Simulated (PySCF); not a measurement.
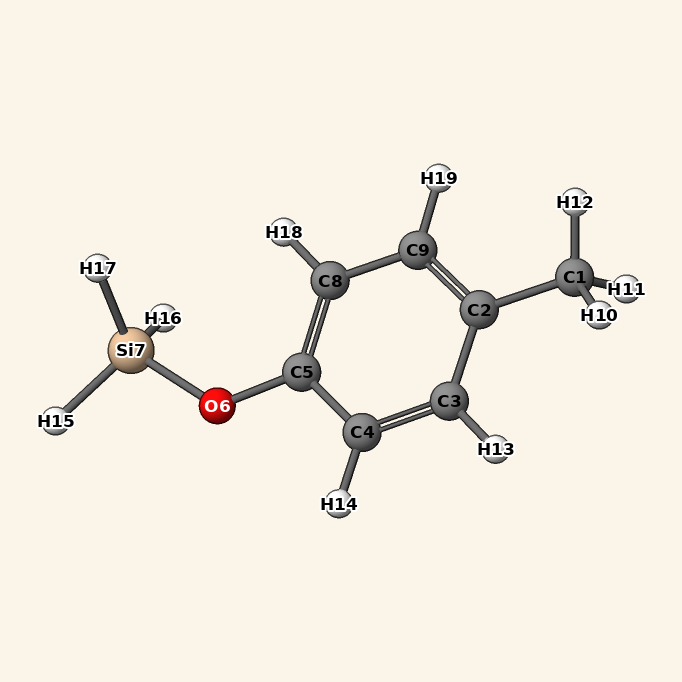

The questions are on isotropic NMR shieldings of the C atoms. The computed structure is the end point of a PBE0-D3(BJ)/def2-SVP optimisation. No frequency run is at hand to confirm it as a minimum. Properties computed with GIAO HF/pcSseg-1 NMR shielding, non-relativistic, gas phase (PySCF 2.14.0).

> Which C atom is the most shielded (lowest chemical shift)?

C1 (170.7 ppm).

> Which C atom is the least shielded (highest chemical shift)?

C5 (29.5 ppm).

> How wide is the range of C shifts?

141.2 ppm.

List the isotropic NMR shieldings of the C atoms.

```tsv
atom	σ (ppm)
C1	170.7
C2	55.3
C3	50.9
C4	64.7
C5	29.5
C8	72.1
C9	52.5
```
